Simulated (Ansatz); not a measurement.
# CH5AsS: the cost of one run

All numbers are computed with the Python package of Ansatz 0.2.0. The levels of theory stand in the script.

### Step 1. The system

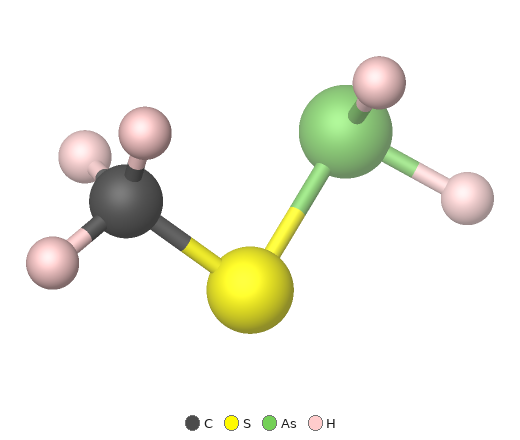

The starting structure, viewed from a chosen angle; carbon dark grey, sulfur yellow, arsenic green, hydrogen pink.

ch5ass.xyz, read by the script:

```xyz
8

C    -0.62350    1.01380   -0.35180
S    -0.75550   -0.19060    0.95540
As    0.61160   -1.60940   -0.13640
H    -0.96950    0.63720   -1.31950
H     0.37550    1.40110   -0.51000
H    -1.30980    1.93880   -0.08770
H     1.92660   -0.75410    0.25390
H     0.83670   -2.49390    1.14020
```

### Step 2. Script

The input, basis_ch5ass.py:

```python
'''Basis-set convergence for CH5AsS.'''

import warnings

import ansatz as az

params = {
    'xc': 'PBE0',
}

warnings.simplefilter('ignore', az.DeckWarning)

system = az.Crystal.molecule_from_extxyz('ch5ass.xyz')

calculation = system.calculation().functional(params['xc'])

energies = {}
for basis in ['cc-pVDZ', 'cc-pVTZ']:
    report = calculation.basis(gaussian=basis).run().report
    size = report['n_frozen'] + report['n_occupied'][0] + report['n_virtual'][0]
    energies[basis] = (report['reference_energy_ev'] / 27.211386246, report['free_energy_ev'] / 27.211386246)
    print(f'{basis:14s} {size:4d} orbitals  reference {energies[basis][0]:14.6f} Ha  total {energies[basis][1]:14.6f} Ha')

last = energies['cc-pVTZ'][1]
for basis, (_, total) in energies.items():
    print(f'{basis:14s} lies {27.211386 * (total - last):9.4f} eV above cc-pVTZ')
```

### Step 3. The input behind the calls

The engine receives this input (first run):

```yaml
crystal:
  periodic: [false, false, false]
  atoms:
    - { symbol: C, position_ang: [-0.6235, 1.0138, -0.3518] }
    - { symbol: S, position_ang: [-0.7555, -0.1906, 0.9554] }
    - { symbol: As, position_ang: [0.6116, -1.6094, -0.1364] }
    - { symbol: H, position_ang: [-0.9695, 0.6372, -1.3195] }
    - { symbol: H, position_ang: [0.3755, 1.4011, -0.51] }
    - { symbol: H, position_ang: [-1.3098, 1.9388, -0.0877] }
    - { symbol: H, position_ang: [1.9266, -0.7541, 0.2539] }
    - { symbol: H, position_ang: [0.8367, -2.4939, 1.1402] }
basis:
  gaussian:
    orbitals: cc-pVDZ
hamiltonian:
  xc: pbe0
```

### Step 4. Running it

On the command line:

```
> python basis_ch5ass.py
```

What time and memory should one allow on 1 thread of Arm Neoverse V2, shared host?

About 8.2 s, with a peak of 0.39 GiB.
